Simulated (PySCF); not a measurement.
```tsv
atom	x (Å)	y (Å)	z (Å)
C	0.1617	-0.1092	-1.5168
C	0.6399	0.0881	-0.1120
P	-0.4023	0.1733	1.2542
N	-1.9766	0.0365	0.5128
Si	-2.8098	1.5405	0.2390
Si	-2.6976	-1.5464	0.5847
N	1.9900	0.2375	0.0767
C	2.4529	0.3201	1.4333
C	2.9363	-0.2173	-0.9117
H	0.4807	0.7165	-2.1539
H	-0.9240	-0.1498	-1.5214
H	0.5462	-1.0402	-1.9352
H	-3.9552	1.2149	-0.6084
H	-1.8662	2.4218	-0.4539
H	-3.2346	2.1511	1.5012
H	-1.6860	-2.4899	0.0989
H	-3.8570	-1.4979	-0.3030
H	-3.0878	-1.8940	1.9541
H	3.5232	0.5146	1.4535
H	2.2382	-0.5991	1.9929
H	1.9288	1.1365	1.9364
H	2.6810	0.1741	-1.8948
H	3.9268	0.1506	-0.6473
H	2.9798	-1.3125	-0.9717
```

Geometry: GFN2-xTB.

Method: PBE0/pcSseg-1, SCF density, gas phase, non-relativistic in PySCF 2.14.0.

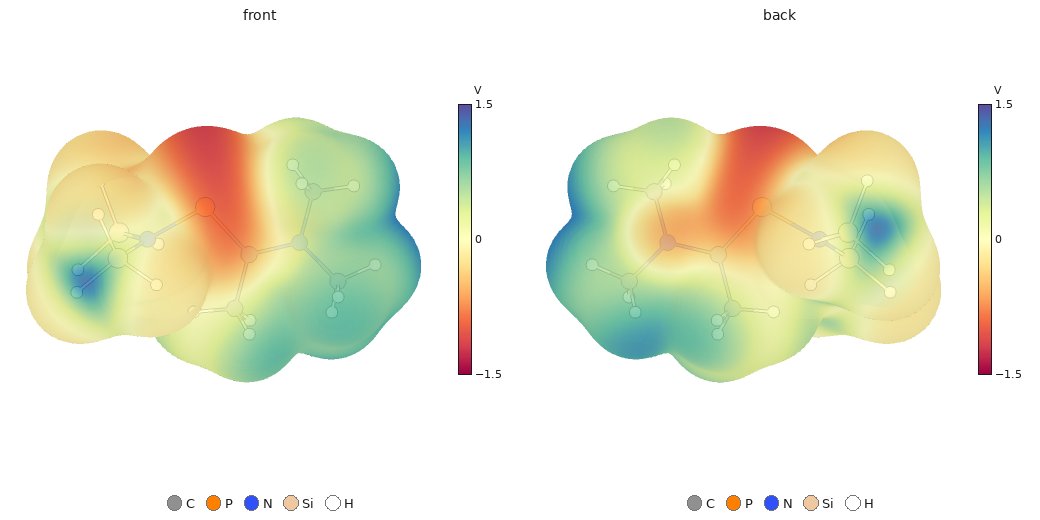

C4H15N2PSi2 (SMILES C/C(=P\N([SiH3])[SiH3])N(C)C). The electrostatic potential painted on the density surface at 0.002 e/bohr³, seen from the front and from behind; the colour scale runs from red (negative) to blue (positive).

Question: Where is the surface potential most negative and most positive?

Answer: The most negative region (about −1.1 V, or −25 kcal/mol for a unit charge) lies over P3, the most positive (about +1.2 V, or +28 kcal/mol for a unit charge) over Si5, Si6, H19 and H23.

Question: What dipole moment does the calculation give?

Answer: Its dipole moment is 3.73 D.
